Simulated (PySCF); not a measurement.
**C3H6Cl2Si: electronic excitations at several levels of theory**

How much do the electronic excitations of C3H6Cl2Si (`C=C[C@H](Cl)[SiH2]Cl`) depend on the level of theory, and what does each level cost?

The runs use PySCF 2.14.0, with density-fitted response routines of our own; the level of theory stands in each step. All values are computed, except where a source is named. Atoms count from 0, in the outputs and in this text.

## Step 1: Starting geometry

12 atoms, charge 0, multiplicity 1; geometry from: GFN2-xTB. The atoms were then displaced at random by about 0.01 Å, so the start is not that level's minimum.

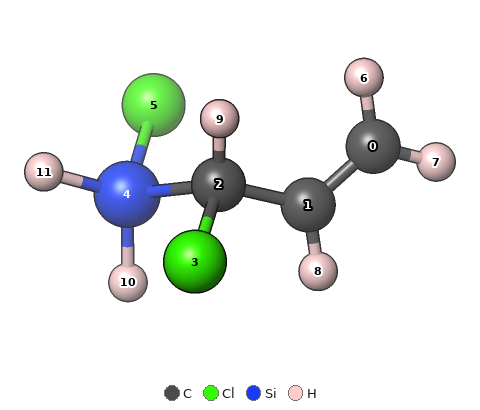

As it starts; carbon dark grey, chlorine green, silicon blue, hydrogen pink, atoms numbered.

## Step 2: Optimising the geometry at PBE0-D3(BJ)/def2-SVP

The job: settings as JSON, then the geometry in Å.

```
{"job": {"xc": "PBE0", "basis": "def2-SVP", "d3": "d3bj", "grid": 1, "shake": 0.01, "kind": "geom"}, "charge": 0, "multiplicity": 1}
C      1.997060     0.581900     0.004910
C      1.020140    -0.261350    -0.309600
C     -0.181250    -0.518560     0.534890
Cl    -0.313430    -2.291800     0.788710
Si    -1.806710     0.085140    -0.260530
Cl    -1.649500     2.084880    -0.496030
H      1.966400     1.163420     0.922710
H      2.821650     0.803720    -0.662380
H      1.059060    -0.807100    -1.215120
H     -0.016520    -0.096250     1.549240
H     -1.969120    -0.555710    -1.539210
H     -2.888090    -0.216550     0.673380
```

Started as:

```
$ OMP_NUM_THREADS=1 python probes_run.py task.json out
```

This one command runs all jobs of the session in turn.

Log:

```text
step   0  E = -1326.81912463  max force = 0.025721
step   1  E = -1326.82388488  max force = 0.007079
step   2  E = -1326.82406279  max force = 0.002562
step   3  E = -1326.82406646  max force = 0.002050
step   4  E = -1326.82409455  max force = 0.000551
step   5  E = -1326.82409860  max force = 0.000236
optimisation converged
```

It took 40 s on 1 thread of Arm Neoverse V2, shared host; peak memory 0.53 GiB.

Step by step:

| step | energy from step 0 (eV) | largest force component (eV/Å) |
| --- | --- | --- |
| 0 | 0.0000 | 1.3226 |
| 1 | -0.1295 | 0.3640 |
| 2 | -0.1344 | 0.1317 |
| 3 | -0.1345 | 0.1054 |
| 4 | -0.1352 | 0.0283 |
| 5 | -0.1353 | 0.0121 |

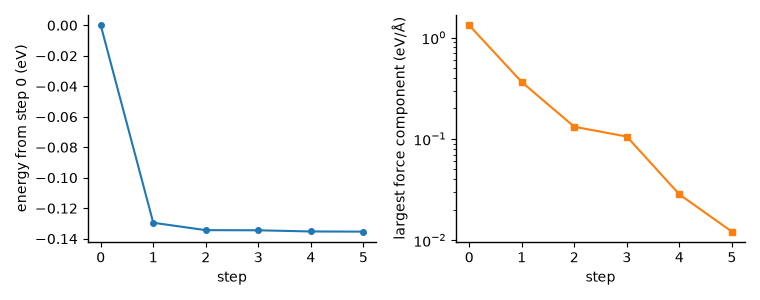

Energy and largest force along the relaxation.

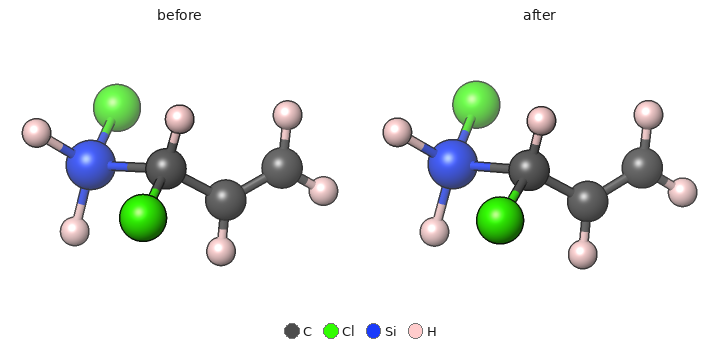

Before and after, at one scale.

Distances of close pairs at the start and the end, largest changes first:

| bond | before (Å) | after (Å) | change (Å) |
| --- | --- | --- | --- |
| Si4–Cl5 | 2.020 | 2.071 | +0.052 |
| Si4–H10 | 1.439 | 1.486 | +0.047 |
| C1–H8 | 1.058 | 1.096 | +0.038 |
| Si4–H11 | 1.460 | 1.486 | +0.026 |
| C2–Cl3 | 1.796 | 1.815 | +0.018 |
| C2–Si4 | 1.908 | 1.896 | -0.012 |
| C2–H9 | 1.111 | 1.101 | -0.011 |
| C0–H7 | 1.084 | 1.092 | +0.009 |

The end geometry stands in the next job.

| at the end point | value |
| --- | --- |
| point group (found at 0.08 Å tolerance) | C1 |
| rotational constants (GHz, main isotopes) | 2.495, 1.168, 0.833 |
| dipole moment (D) | 0.70 |

## Step 3: Excited states and response: HF/def2-SVPD

The job: settings as JSON, then the geometry in Å.

```
{"job": {"kind": "uv", "xc": "HF", "basis": "def2-SVPD", "ip": true}, "charge": 0, "multiplicity": 1}
C      1.855020     0.879384     1.043511
C      0.924952    -0.035613     0.764509
C     -0.247373    -0.316974     1.632353
Cl    -0.500523    -2.101222     1.844057
Si    -1.897044     0.273320     0.908140
Cl    -1.804677     2.329098     0.672362
H      1.839057     1.452690     1.975505
H      2.661669     1.095710     0.339327
H      0.963972    -0.592360    -0.179260
H     -0.110578     0.105997     2.639096
H     -2.104226    -0.358913    -0.421154
H     -2.998197    -0.049306     1.852600
```

With the program's defaults for keys left out, this is: TDDFT HF/def2-SVPD, vertical, gas phase, core orbitals frozen in the response.

Log:

```text
final grid: 101280 points
cycle   1  E = -1324.5099149750  dE =  7.488e-01  |g| = 5.162e-01  |ddm| = 4.204e+00
cycle   2  E = -1324.5883545882  dE = -7.844e-02  |g| = 2.867e-01  |ddm| = 1.740e+00
cycle   3  E = -1324.6104853399  dE = -2.213e-02  |g| = 6.553e-02  |ddm| = 7.557e-01
cycle   4  E = -1324.6123240602  dE = -1.839e-03  |g| = 1.908e-02  |ddm| = 2.396e-01
cycle   5  E = -1324.6124402584  dE = -1.162e-04  |g| = 3.853e-03  |ddm| = 4.974e-02
cycle   6  E = -1324.6124504654  dE = -1.021e-05  |g| = 1.405e-03  |ddm| = 1.952e-02
cycle   7  E = -1324.6124518516  dE = -1.386e-06  |g| = 4.985e-04  |ddm| = 5.895e-03
cycle   8  E = -1324.6124520483  dE = -1.967e-07  |g| = 1.271e-04  |ddm| = 2.738e-03
cycle   9  E = -1324.6124520618  dE = -1.352e-08  |g| = 3.500e-05  |ddm| = 7.496e-04
cycle  10  E = -1324.6124520627  dE = -9.459e-10  |g| = 1.044e-05  |ddm| = 1.810e-04
converged SCF energy = -1324.6124520627

Static polarisability (au): isotropic 86.980, principal 69.645 86.872 104.423

Singlet excitations
state   eV       nm        f      main configurations
  1   6.9928    177.3   0.42459   H->L+1 0.30, H->L 0.16, H->L+6 0.13
  2   7.6125    162.9   0.13248   H-1->L+1 0.28
  3   7.9584    155.8   0.02657   H->L 0.17, H->L+2 0.17, H->L+4 0.12
  4   8.0972    153.1   0.01798   H-3->L+1 0.14, H->L 0.12, H-2->L+1 0.11
  5   8.5068    145.7   0.01318   H->L+4 0.29, H->L+5 0.17, H->L+2 0.11
  6   8.7677    141.4   0.02084   H->L+3 0.33, H->L+1 0.12, H-1->L+3 0.09
  7   8.9895    137.9   0.04415   H->L+5 0.32, H->L+4 0.18
  8   9.0534    136.9   0.01335   H-2->L 0.14, H-2->L+3 0.12, H-3->L 0.11
  9   9.1149    136.0   0.05883   H->L+1 0.12
 10   9.3049    133.2   0.01001

Triplet excitations (Tamm-Dancoff, eV): 3.5577 6.6057 7.1721 7.6553
Vertical ionisation energy (delta-SCF) = 8.7490 eV
```

Run time: 19 s. Hardware: 1 thread of Arm Neoverse V2, shared host; peak memory 0.72 GiB.

Frontier orbitals and where they lie:

| orbital | eV | atoms |
| --- | --- | --- |
| HOMO−3 | -12.52 | Cl3 43 %, Cl5 24 %, Si4 9 % |
| HOMO−2 | -12.32 | Cl5 40 %, Cl3 34 %, Si4 9 % |
| HOMO−1 | -11.79 | Cl3 51 %, Cl5 15 %, C2 13 % |
| HOMO | -10.23 | C0 33 %, C1 31 %, C2 10 % |
| LUMO | 2.33 | Si4 33 %, Cl5 23 %, C0 12 % |
| LUMO+1 | 2.49 | Cl3 61 %, Si4 11 %, C2 6 % |
| LUMO+2 | 2.83 | Cl5 32 %, C0 18 %, Si4 10 % |

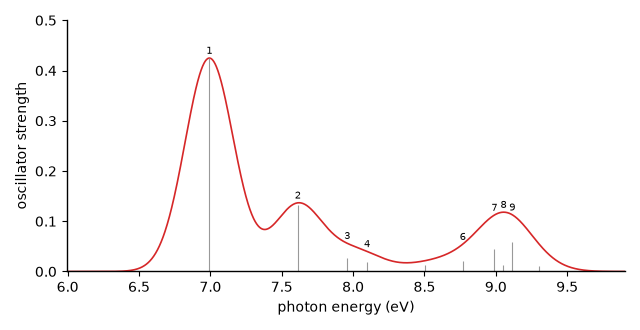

Absorption spectrum from the 10 singlet states computed; above the last one it falls off for lack of states. Lines are broadened to a width of 0.40 eV (Gaussian).

Ground-state properties from the same run:

| property | computed |
| --- | --- |
| dipole moment (D) | 0.81 |
| polarisability (Å³) | 12.89 |
| HOMO–LUMO gap (eV) | 12.56 |
| −ε(HOMO) (eV) | 10.23 |

## Step 4: Excited states and response: LDA/def2-SVPD

Settings changed since step 3:

```diff
@@ -1,2 +1,2 @@
-{"job": {"kind": "uv", "xc": "HF", "basis": "def2-SVPD", "ip": true}, "charge": 0, "multiplicity": 1}
+{"job": {"kind": "uv", "xc": "LDA", "basis": "def2-SVPD", "ip": true}, "charge": 0, "multiplicity": 1}
 C      1.855020     0.879384     1.043511
```

Level: TDDFT LDA/def2-SVPD, vertical, gas phase, core orbitals frozen in the response.

Log:

```text
coarse grid: 11856 points
cycle   1  E = -1321.9799513068  dE =  3.131e-01  |g| = 4.173e-01  |ddm| = 5.192e+00
cycle   2  E = -1321.9134795653  dE =  6.647e-02  |g| = 6.306e-01  |ddm| = 1.599e+00
cycle   3  E = -1322.0263681799  dE = -1.129e-01  |g| = 1.087e-01  |ddm| = 1.084e+00
cycle   4  E = -1322.0291724617  dE = -2.804e-03  |g| = 6.478e-02  |ddm| = 2.643e-01
cycle   5  E = -1322.0301991941  dE = -1.027e-03  |g| = 2.469e-02  |ddm| = 1.165e-01
cycle   6  E = -1322.0303607218  dE = -1.615e-04  |g| = 5.299e-03  |ddm| = 4.356e-02
cycle   7  E = -1322.0303678754  dE = -7.154e-06  |g| = 1.663e-03  |ddm| = 1.024e-02
final grid: 101280 points
cycle   8  E = -1322.1778146373  dE = -2.480e-05  |g| = 3.382e-03  |ddm| = 1.116e-01
cycle   9  E = -1322.1778071685  dE =  7.469e-06  |g| = 6.254e-03  |ddm| = 1.654e-02
cycle  10  E = -1322.1778176187  dE = -1.045e-05  |g| = 9.530e-04  |ddm| = 1.099e-02
cycle  11  E = -1322.1778178202  dE = -2.015e-07  |g| = 4.370e-04  |ddm| = 2.011e-03
cycle  12  E = -1322.1778178660  dE = -4.584e-08  |g| = 1.467e-04  |ddm| = 6.640e-04
cycle  13  E = -1322.1778178720  dE = -5.984e-09  |g| = 2.646e-05  |ddm| = 2.352e-04
cycle  14  E = -1322.1778178722  dE = -2.269e-10  |g| = 8.583e-06  |ddm| = 6.910e-05
converged SCF energy = -1322.1778178722

Static polarisability (au): isotropic 97.371, principal 76.874 100.826 114.412

Singlet excitations
state   eV       nm        f      main configurations
  1   5.2322    237.0   0.04678   H->L 0.64, H-1->L 0.31
  2   5.6245    220.4   0.04151   H-1->L 0.43, H->L+1 0.21, H-2->L 0.20
  3   5.6847    218.1   0.00212   H-2->L 0.70, H->L+1 0.15, H-3->L 0.08
  4   5.8594    211.6   0.00419   H-3->L 0.66, H->L+1 0.27
  5   6.0518    204.9   0.02310   H->L+2 0.74, H-3->L 0.10
  6   6.1410    201.9   0.00171   H-4->L 0.98
  7   6.4462    192.3   0.11588   H-1->L+1 0.57, H->L+2 0.12, H->L+1 0.12
  8   6.5623    188.9   0.00794   H->L+3 0.92
  9   6.6502    186.4   0.06568   H-2->L+1 0.29, H-1->L+1 0.15, H-1->L+2 0.13
 10   6.7607    183.4   0.00829   H-2->L+1 0.61, H-1->L+2 0.20

Triplet excitations (Tamm-Dancoff, eV): 4.2784 5.1224 5.4795 5.6072
Vertical ionisation energy (delta-SCF) = 9.5290 eV
Vertical electron affinity (delta-SCF) = -0.2478 eV
```

Wall time 2 min (1 thread of Arm Neoverse V2, shared host); peak memory 0.62 GiB.

In short: HOMO -6.84 eV, LUMO -2.12 eV; lowest singlet 5.23 eV.

## Step 5: Ultraviolet spectrum: PBE/def2-SVPD

Settings changed since step 4:

```diff
@@ -1,2 +1,2 @@
-{"job": {"kind": "uv", "xc": "LDA", "basis": "def2-SVPD", "ip": true}, "charge": 0, "multiplicity": 1}
+{"job": {"kind": "uv", "xc": "PBE", "basis": "def2-SVPD", "ip": true}, "charge": 0, "multiplicity": 1}
 C      1.855020     0.879384     1.043511
```

Level: TDDFT PBE/def2-SVPD, vertical, gas phase, core orbitals frozen in the response.

Log:

```text
coarse grid: 11856 points
cycle   1  E = -1326.4726485499  dE =  3.175e-01  |g| = 4.086e-01  |ddm| = 5.168e+00
cycle   2  E = -1326.4146615894  dE =  5.799e-02  |g| = 6.002e-01  |ddm| = 1.595e+00
cycle   3  E = -1326.5176025758  dE = -1.029e-01  |g| = 1.114e-01  |ddm| = 1.069e+00
cycle   4  E = -1326.5206762103  dE = -3.074e-03  |g| = 6.142e-02  |ddm| = 2.547e-01
cycle   5  E = -1326.5216180498  dE = -9.418e-04  |g| = 2.074e-02  |ddm| = 1.126e-01
cycle   6  E = -1326.5217340007  dE = -1.160e-04  |g| = 4.623e-03  |ddm| = 3.972e-02
cycle   7  E = -1326.5217395443  dE = -5.544e-06  |g| = 1.566e-03  |ddm| = 9.364e-03
final grid: 101280 points
cycle   8  E = -1326.7132437459  dE = -2.363e-05  |g| = 7.619e-03  |ddm| = 1.190e-01
cycle   9  E = -1326.7132206178  dE =  2.313e-05  |g| = 1.175e-02  |ddm| = 2.808e-02
cycle  10  E = -1326.7132591919  dE = -3.857e-05  |g| = 2.064e-03  |ddm| = 1.985e-02
cycle  11  E = -1326.7132603199  dE = -1.128e-06  |g| = 4.933e-04  |ddm| = 3.640e-03
cycle  12  E = -1326.7132603870  dE = -6.715e-08  |g| = 1.764e-04  |ddm| = 1.084e-03
cycle  13  E = -1326.7132603957  dE = -8.648e-09  |g| = 4.920e-05  |ddm| = 3.225e-04
cycle  14  E = -1326.7132603963  dE = -6.071e-10  |g| = 1.264e-05  |ddm| = 1.001e-04
converged SCF energy = -1326.7132603963

Static polarisability (au): isotropic 96.088, principal 75.745 99.218 113.302

Singlet excitations
state   eV       nm        f      main configurations
  1   5.3132    233.4   0.05442   H->L 0.64, H-1->L 0.30
  2   5.6789    218.3   0.04048   H-1->L 0.49, H->L+1 0.32, H->L 0.12
  3   5.8123    213.3   0.00108   H-2->L 0.82, H-3->L 0.08, H->L+1 0.08
  4   5.9553    208.2   0.00586   H-3->L 0.71, H->L+1 0.20
  5   6.1191    202.6   0.02054   H->L+2 0.74, H-3->L 0.09, H->L+1 0.08
  6   6.2484    198.4   0.00230   H-4->L 0.99
  7   6.5092    190.5   0.11460   H-1->L+1 0.50, H->L+2 0.12, H->L+1 0.12
  8   6.5980    187.9   0.01989   H->L+3 0.89, H-1->L+1 0.08
  9   6.7205    184.5   0.08251   H-1->L+1 0.22, H-2->L+1 0.22, H-1->L+2 0.13
 10   6.8598    180.7   0.00668   H-2->L+1 0.61, H-1->L+2 0.28

Triplet excitations (Tamm-Dancoff, eV): 4.1030 5.1199 5.4903 5.6574
Vertical ionisation energy (delta-SCF) = 9.3611 eV
Vertical electron affinity (delta-SCF) = -0.4237 eV
```

Run time: 3.2 min. Hardware: 1 thread of Arm Neoverse V2, shared host; peak memory 0.66 GiB.

Key values: HOMO -6.69 eV, LUMO -1.90 eV; lowest singlet 5.31 eV.

## Step 6: TDDFT and polarisability: B3LYP/def2-SVPD

Settings changed since step 5:

```diff
@@ -1,2 +1,2 @@
-{"job": {"kind": "uv", "xc": "PBE", "basis": "def2-SVPD", "ip": true}, "charge": 0, "multiplicity": 1}
+{"job": {"kind": "uv", "xc": "B3LYP", "basis": "def2-SVPD", "ip": true}, "charge": 0, "multiplicity": 1}
 C      1.855020     0.879384     1.043511
```

Method: TDDFT B3LYP/def2-SVPD, vertical, gas phase, core orbitals frozen in the response.

Log:

```text
coarse grid: 11856 points
cycle   1  E = -1327.2650134595  dE =  3.835e-01  |g| = 3.573e-01  |ddm| = 4.972e+00
cycle   2  E = -1327.2496444853  dE =  1.537e-02  |g| = 4.283e-01  |ddm| = 1.463e+00
cycle   3  E = -1327.3003093087  dE = -5.066e-02  |g| = 7.848e-02  |ddm| = 8.083e-01
cycle   4  E = -1327.3016937667  dE = -1.384e-03  |g| = 3.822e-02  |ddm| = 1.702e-01
cycle   5  E = -1327.3020646379  dE = -3.709e-04  |g| = 8.743e-03  |ddm| = 6.665e-02
cycle   6  E = -1327.3020858970  dE = -2.126e-05  |g| = 1.438e-03  |ddm| = 2.102e-02
cycle   7  E = -1327.3020863909  dE = -4.939e-07  |g| = 4.809e-04  |ddm| = 3.852e-03
final grid: 101280 points
cycle   8  E = -1327.4535649307  dE = -1.962e-05  |g| = 4.398e-03  |ddm| = 8.882e-02
cycle   9  E = -1327.4535597575  dE =  5.173e-06  |g| = 6.125e-03  |ddm| = 1.606e-02
cycle  10  E = -1327.4535700144  dE = -1.026e-05  |g| = 7.602e-04  |ddm| = 1.003e-02
cycle  11  E = -1327.4535701611  dE = -1.467e-07  |g| = 1.977e-04  |ddm| = 1.413e-03
cycle  12  E = -1327.4535701700  dE = -8.920e-09  |g| = 8.833e-05  |ddm| = 3.814e-04
cycle  13  E = -1327.4535701721  dE = -2.081e-09  |g| = 1.595e-05  |ddm| = 1.408e-04
cycle  14  E = -1327.4535701722  dE = -6.867e-11  |g| = 3.778e-06  |ddm| = 3.570e-05
converged SCF energy = -1327.4535701722

Static polarisability (au): isotropic 93.252, principal 74.051 95.301 110.405

Singlet excitations
state   eV       nm        f      main configurations
  1   5.8460    212.1   0.09969   H->L 0.71, H-1->L 0.21
  2   6.3068    196.6   0.04369   H-1->L 0.64, H->L+1 0.13, H->L 0.09
  3   6.6032    187.8   0.00920   H-2->L 0.46, H->L+1 0.41, H-3->L 0.12
  4   6.7251    184.4   0.06337   H->L+2 0.36, H->L+1 0.28, H-2->L 0.22
  5   6.9170    179.2   0.03931   H-3->L 0.40, H->L+2 0.24, H-2->L 0.22
  6   6.9650    178.0   0.15327   H-3->L 0.38, H->L+2 0.26
  7   7.1070    174.5   0.01173   H->L+3 0.81, H->L+4 0.09
  8   7.2512    171.0   0.01416   H-4->L 0.90
  9   7.3521    168.6   0.04490   H-1->L+1 0.75
 10   7.4106    167.3   0.01261   H->L+4 0.63, H->L+5 0.27

Triplet excitations (Tamm-Dancoff, eV): 4.1479 5.5505 5.9787 6.3111
Vertical ionisation energy (delta-SCF) = 9.6327 eV
```

It took 2.2 min on 1 thread of Arm Neoverse V2, shared host; peak memory 0.84 GiB.

In short: HOMO -7.59 eV, LUMO -1.13 eV; lowest singlet 5.85 eV.

## Step 7: TDDFT and polarisability: PBE0/def2-SVPD

Settings changed since step 6:

```diff
@@ -1,2 +1,2 @@
-{"job": {"kind": "uv", "xc": "B3LYP", "basis": "def2-SVPD", "ip": true}, "charge": 0, "multiplicity": 1}
+{"job": {"kind": "uv", "xc": "PBE0", "basis": "def2-SVPD", "ip": true}, "charge": 0, "multiplicity": 1}
 C      1.855020     0.879384     1.043511
```

Level: TDDFT PBE0/def2-SVPD, vertical, gas phase, core orbitals frozen in the response.

Log:

```text
coarse grid: 11856 points
cycle   1  E = -1326.6610095502  dE =  4.033e-01  |g| = 3.275e-01  |ddm| = 4.779e+00
cycle   2  E = -1326.6520585982  dE =  8.951e-03  |g| = 3.783e-01  |ddm| = 1.380e+00
cycle   3  E = -1326.6910476961  dE = -3.899e-02  |g| = 7.203e-02  |ddm| = 7.657e-01
cycle   4  E = -1326.6922347177  dE = -1.187e-03  |g| = 3.236e-02  |ddm| = 1.589e-01
cycle   5  E = -1326.6924998096  dE = -2.651e-04  |g| = 7.296e-03  |ddm| = 5.805e-02
cycle   6  E = -1326.6925140187  dE = -1.421e-05  |g| = 1.284e-03  |ddm| = 1.827e-02
cycle   7  E = -1326.6925143842  dE = -3.655e-07  |g| = 5.610e-04  |ddm| = 3.454e-03
final grid: 101280 points
cycle   8  E = -1326.8360712897  dE = -1.723e-05  |g| = 5.522e-03  |ddm| = 8.298e-02
cycle   9  E = -1326.8360670054  dE =  4.284e-06  |g| = 6.795e-03  |ddm| = 1.984e-02
cycle  10  E = -1326.8360796618  dE = -1.266e-05  |g| = 9.838e-04  |ddm| = 1.201e-02
cycle  11  E = -1326.8360799107  dE = -2.489e-07  |g| = 1.940e-04  |ddm| = 1.790e-03
cycle  12  E = -1326.8360799199  dE = -9.184e-09  |g| = 7.579e-05  |ddm| = 4.213e-04
cycle  13  E = -1326.8360799214  dE = -1.499e-09  |g| = 1.973e-05  |ddm| = 1.450e-04
cycle  14  E = -1326.8360799215  dE = -1.014e-10  |g| = 4.350e-06  |ddm| = 4.874e-05
converged SCF energy = -1326.8360799215

Static polarisability (au): isotropic 92.349, principal 73.298 94.455 109.294

Singlet excitations
state   eV       nm        f      main configurations
  1   5.9667    207.8   0.10634   H->L 0.72, H-1->L 0.19
  2   6.4793    191.4   0.04935   H-1->L 0.64, H->L+1 0.09, H->L 0.08
  3   6.8033    182.2   0.00816   H->L+1 0.46, H-2->L 0.34, H-3->L 0.17
  4   6.9011    179.7   0.08761   H->L+1 0.30, H->L+2 0.26, H-2->L 0.20
  5   7.0675    175.4   0.15899   H->L+2 0.57, H->L 0.10
  6   7.1518    173.4   0.01401   H-3->L 0.62, H-2->L 0.28
  7   7.3247    169.3   0.01435   H->L+3 0.76, H->L+4 0.10
  8   7.5100    165.1   0.01334   H-4->L 0.85
  9   7.5758    163.7   0.03713   H-1->L+1 0.74
 10   7.6579    161.9   0.02164   H->L+5 0.47, H->L+4 0.43

Triplet excitations (Tamm-Dancoff, eV): 4.0720 5.6070 6.0739 6.4699
Vertical ionisation energy (delta-SCF) = 9.6552 eV
```

Wall time 1.7 min (1 thread of Arm Neoverse V2, shared host); peak memory 0.83 GiB.

Key values: HOMO -7.81 eV, LUMO -0.91 eV; lowest singlet 5.97 eV.

## Step 8: Excited states and response: BHandHLYP/def2-SVPD

Settings changed since step 7:

```diff
@@ -1,2 +1,2 @@
-{"job": {"kind": "uv", "xc": "PBE0", "basis": "def2-SVPD", "ip": true}, "charge": 0, "multiplicity": 1}
+{"job": {"kind": "uv", "xc": "BHandHLYP", "basis": "def2-SVPD", "ip": true}, "charge": 0, "multiplicity": 1}
 C      1.855020     0.879384     1.043511
```

With the program's defaults for keys left out, this is: TDDFT BHandHLYP/def2-SVPD, vertical, gas phase, core orbitals frozen in the response.

Log:

```text
coarse grid: 11856 points
cycle   1  E = -1327.1856641129  dE =  5.097e-01  |g| = 3.596e-01  |ddm| = 4.558e+00
cycle   2  E = -1327.1979978914  dE = -1.233e-02  |g| = 3.331e-01  |ddm| = 1.475e+00
cycle   3  E = -1327.2276992190  dE = -2.970e-02  |g| = 5.815e-02  |ddm| = 7.134e-01
cycle   4  E = -1327.2284521935  dE = -7.530e-04  |g| = 3.186e-02  |ddm| = 1.477e-01
cycle   5  E = -1327.2287188750  dE = -2.667e-04  |g| = 4.276e-03  |ddm| = 5.597e-02
cycle   6  E = -1327.2287236529  dE = -4.778e-06  |g| = 1.311e-03  |ddm| = 1.208e-02
final grid: 101280 points
cycle   7  E = -1327.3269514836  dE = -1.037e-05  |g| = 2.233e-03  |ddm| = 5.393e-02
cycle   8  E = -1327.3269515616  dE = -7.804e-08  |g| = 2.209e-03  |ddm| = 7.940e-03
cycle   9  E = -1327.3269528162  dE = -1.255e-06  |g| = 3.407e-04  |ddm| = 3.740e-03
cycle  10  E = -1327.3269528459  dE = -2.969e-08  |g| = 9.487e-05  |ddm| = 7.418e-04
cycle  11  E = -1327.3269528488  dE = -2.891e-09  |g| = 1.878e-05  |ddm| = 2.284e-04
cycle  12  E = -1327.3269528489  dE = -1.282e-10  |g| = 4.495e-06  |ddm| = 4.716e-05
converged SCF energy = -1327.3269528489

Static polarisability (au): isotropic 89.941, principal 71.767 91.020 107.036

Singlet excitations
state   eV       nm        f      main configurations
  1   6.4343    192.7   0.17482   H->L 0.74, H-1->L 0.13
  2   7.0209    176.6   0.13101   H-1->L 0.60, H->L 0.13
  3   7.2844    170.2   0.16807   H->L+1 0.27, H-2->L 0.20, H-3->L 0.18
  4   7.4740    165.9   0.01459   H->L+1 0.30, H->L+2 0.23, H-2->L 0.14
  5   7.5762    163.6   0.02335   H->L+2 0.35, H->L+1 0.28, H->L+3 0.15
  6   7.8255    158.4   0.02616   H->L+4 0.32, H->L+5 0.17, H->L+2 0.17
  7   8.0287    154.4   0.00818   H-3->L 0.24, H-2->L+1 0.22, H-2->L 0.20
  8   8.0386    154.2   0.01662   H->L+6 0.32, H->L+5 0.17, H->L+3 0.13
  9   8.0614    153.8   0.02726   H->L+4 0.42, H->L+5 0.30, H->L+2 0.08
 10   8.2596    150.1   0.00892   H-1->L+1 0.44

Triplet excitations (Tamm-Dancoff, eV): 4.0413 6.0222 6.5189 7.0657
Vertical ionisation energy (delta-SCF) = 9.6929 eV
```

Wall time 89 s (1 thread of Arm Neoverse V2, shared host); peak memory 0.83 GiB.

In short: HOMO -8.78 eV, LUMO 0.15 eV; lowest singlet 6.43 eV.

(Part 1 of 2 ends here.)
